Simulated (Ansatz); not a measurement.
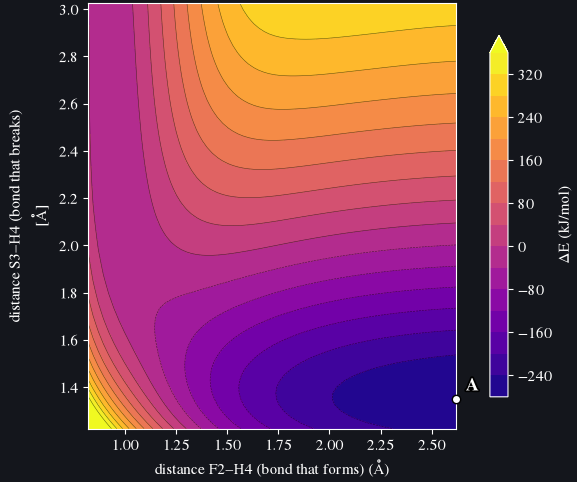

The reacting system AlFH₂OS. First axis: distance F2–H4 (bond that forms). Second axis: distance S3–H4 (bond that breaks). Relaxed at each point: all other coordinates. The grid has 9 × 9 points. Points are written as (first, second). Energies are in kJ/mol, from a guessed transition structure relaxed with its forming and breaking bonds held. The reference is spin-restricted, so regions where a bond is pulled apart into radicals lie too high. Method: Ansatz, RHF/def2-SVP.

In the figure: filled contours, one colour for all values above the top of the scale, the point A. Between grid points the surface is interpolated.

### Find the lowest path from A to the other arm of the map, and its barrier.

The easiest path runs from the side where the first distance is long, (2.619 Å, 1.358 Å), to the well on the other side, about (0.95 Å, 2.31 Å). Its highest point, at about (1.06 Å, 1.86 Å), lies about 250 kJ/mol above the start and 4.8 kJ/mol above the end on the interpolated surface. An end on the edge of the scan is no minimum, so the barrier from there is a lower bound.

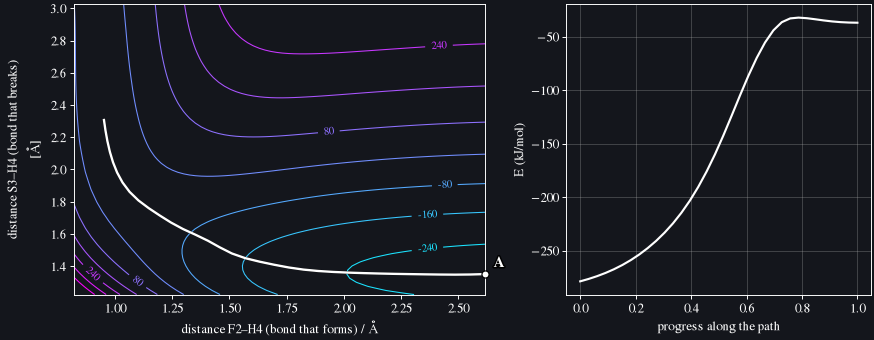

Drawn: contour lines labelled in kJ/mol (none above 400), a line along the lowest path, the energy along the path at the right. Between grid points the surface is interpolated.
